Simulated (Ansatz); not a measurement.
Convergence study of the k-point mesh for Mo (Im-3m, 1 atom in the cell)

```
CELL_PARAMETERS angstrom
     -1.56713     1.56713     1.56713
      1.56713    -1.56713     1.56713
      1.56713     1.56713    -1.56713
ATOMIC_POSITIONS crystal
  Mo 0.00000 0.00000 0.00000
```

Level of theory: LDA (PW92), PAW files made with PBE (plane waves; Ansatz, a program for electronic structure).

Base settings: basis.ecutwfc = 30.9 Ry; kpoints.mp_grid.grid = 15 15 15; hamiltonian.xc = lda; hamiltonian.pseudopotentials = {kind: paw} (the program's default PAW files); scf.occupations.method = fermi_dirac; scf.occupations.width = 0.0073 Ry.

The second cell is the first with its lattice scaled by 0.98.

Only quantities that move along the ladder and can be compared are tabulated.

The count of work is k-points × plane waves × bands × iterations; it is no time. 

The starting cell has typed, rounded lattice constants, without a prior relaxation at this level. Its lattice was rescaled by up to half a per cent. Spin polarisation is off. In the base run, with a pressure of about -6 GPa the cell is away from its equilibrium volume at this level. Ansatz's pressure includes its estimate of the finite-basis (Pulay) stress.

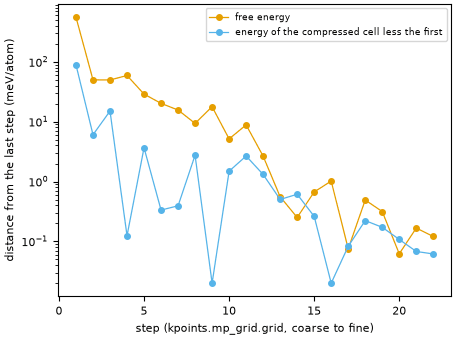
*Distance from the last step along the ladder; very small values are drawn at a floor.*

```csv
kpoints.mp_grid.grid,free energy less the last step's (meV/atom),energy of the compressed cell less the first (meV/atom),pressure (GPa),count of work / last
3 3 3,558.70,104.47,7.91,0.0014
4 4 4,50.09,21.28,-5.30,0.0029
5 5 5,-49.79,0.18,-8.43,0.0042
6 6 6,-59.21,15.10,-6.23,0.0058
7 7 7,28.91,18.89,-5.44,0.0072
8 8 8,20.25,15.55,-5.78,0.010
9 9 9,-15.68,14.83,-6.19,0.013
10 10 10,9.37,12.47,-6.34,0.017
11 11 11,17.81,15.20,-5.80,0.020
13 13 13,-5.15,13.73,-6.26,0.030
14 14 14,8.84,17.89,-5.56,0.038
15 15 15,2.65,16.53,-5.83,0.043
17 17 17,-0.56,15.72,-5.94,0.060
19 19 19,-0.25,14.61,-6.10,0.079
21 21 21,0.67,15.48,-6.00,0.10
23 23 23,-1.02,15.21,-6.02,0.13
26 26 26,-0.08,15.14,-6.02,0.18
29 29 29,0.49,15.44,-5.99,0.25
32 32 32,0.31,15.39,-5.99,0.32
35 35 35,0.06,15.33,-6.01,0.41
39 39 39,0.17,15.29,-6.01,0.56
43 43 43,0.12,15.28,-6.01,0.73
48 48 48,0.00,15.22,-6.02,1.0
```

Coarsest kpoints.mp_grid.grid that holds the free energy within 2 meV/atom of the last step, with all finer ones: 17 17 17, at 0.060 of the last step's count of work; the step before is off by 2.7 meV/atom.

Coarsest kpoints.mp_grid.grid that holds the energy of the compressed cell less the first within 2 meV/atom of the last step, with all finer ones: 15 15 15, at 0.043 of the last step's count of work; the step before is off by 2.7 meV/atom.

Coarsest kpoints.mp_grid.grid that holds the pressure within 0.5 GPa of the last step, with all finer ones: 8 8 8, at 0.010 of the last step's count of work; the step before is off by 0.58 GPa.

The energy difference between the two cells stays within 1 meV/atom of the last step's from 17 17 17 on, the total only from 26 26 26 on: much of the error is common to both cells and cancels.

Keys are those of Ansatz 0.2.
